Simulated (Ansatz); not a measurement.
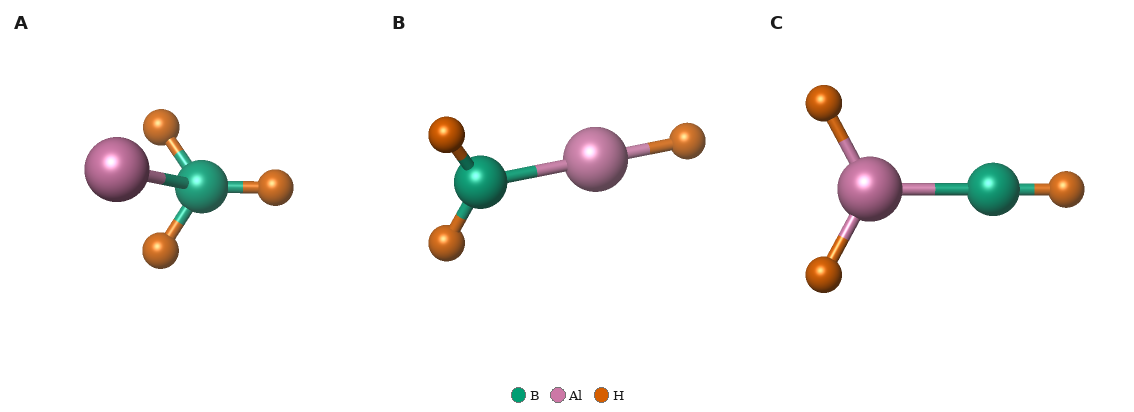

3 stationary structures of one formula. Charge 0, doublet. Geometries: PBE-D4/def2-SVP. Electronic energies: PBE-D4/def2-SVP (Ansatz 0.2.0), without zero-point energy. No frequency run is at hand to confirm each as a minimum.

Which is lowest in energy, and by how much?

Answer. A is lowest (Cs); B lies 79.0 kJ/mol above it (C2v), C lies 168.5 kJ/mol above it (C2v).
